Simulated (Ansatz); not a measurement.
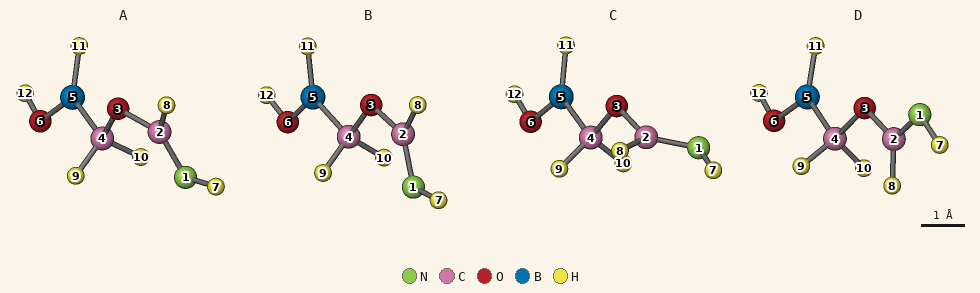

4 geometries from a converged minimum-energy path of C2H6BNO2, shuffled. Style: ball-and-stick. Shown from a free direction.

Level of theory: RKS PBE-D4/def2-SVP (Ansatz 0.2.0). Run with 5 movable images; climbing image; force threshold 0.03 eV/Å; iteration limit 60; starting path through a guess of the saddle point.

### Which frame is the transition state?

C. In order along the path, whose images run from 0 to 6: B (image 0, 0.0 kcal/mol), A (image 1, +0.2 kcal/mol), C (image 3, +11.7 kcal/mol), D (image 6, +5.7 kcal/mol). The motion is a rotation about the C2–O3 bond by about 185°. No bond forms or breaks between the ends. Among the angles between lasting bonds that change up to the highest image: O3–C2–H8 108.9° → 113.1°, B5–C4–H10 111.1° → 108.6°.
